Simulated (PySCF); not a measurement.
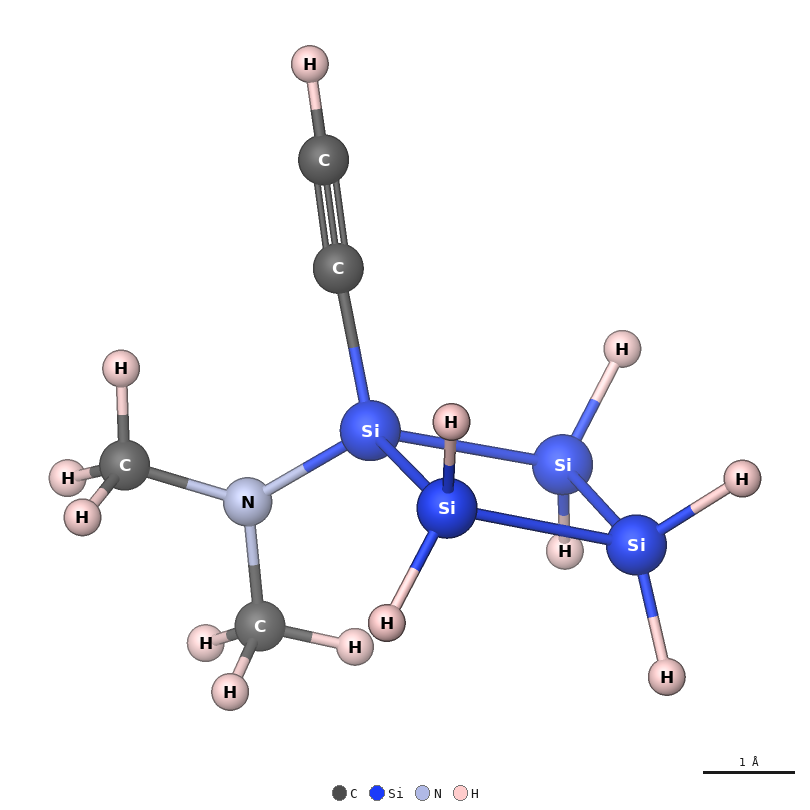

Distant atoms are faded towards the background colour. Computed geometry: PBE0-D3(BJ)/def2-SVP optimisation. No frequency run is at hand to confirm it as a minimum. Masses are those of the most abundant isotopes; constants are for the rigid equilibrium geometry.

**Classify the rotor and give the rotational constants (cm⁻¹).**

An asymmetric top (C1): A = 0.0344, B = 0.0208, C = 0.0185 cm⁻¹. Ray's parameter κ is −0.72, nearer the prolate limit.
